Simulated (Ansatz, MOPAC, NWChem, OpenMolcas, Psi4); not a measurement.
# A ladder of methods for C2H4O2Si (SMILES C=C1O[SiH2]O1)

C2H4O2Si, singlet, SMILES `C=C1O[SiH2]O1`. Each level relaxes the structure for itself.

Quantity: the zero-point energy at each level's own minimum, in kJ/mol. The values are calculated.

| level | kind | program | value (kJ/mol) |
| --- | --- | --- | --- |
| AM1 | semi-empirical | MOPAC | 151.2 |
| PM3 | semi-empirical | MOPAC | 145.6 |
| MNDOD | semi-empirical | MOPAC | 162.3 |
| PM6-D3 | semi-empirical | MOPAC | 146.3 |
| HF/3-21G | Hartree–Fock | OpenMolcas | 163.1 |
| HF/6-31G* (Cartesian functions) | Hartree–Fock | OpenMolcas | 164.9 |
| B3LYP-D3(BJ)/def2-SVP | global hybrid | NWChem | 151.1 |
| PBE0-D4/def2-TZVP | global hybrid | Ansatz | 151.9 |
| PBE0-D4/def2-SVP (density fitting) | global hybrid | Psi4 | 152.5 |

Harmonic and unscaled. The values span 145.6 to 164.9 kJ/mol.

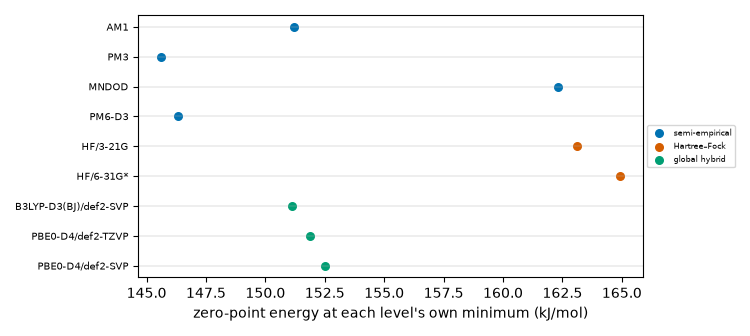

The values of the table, level by level.
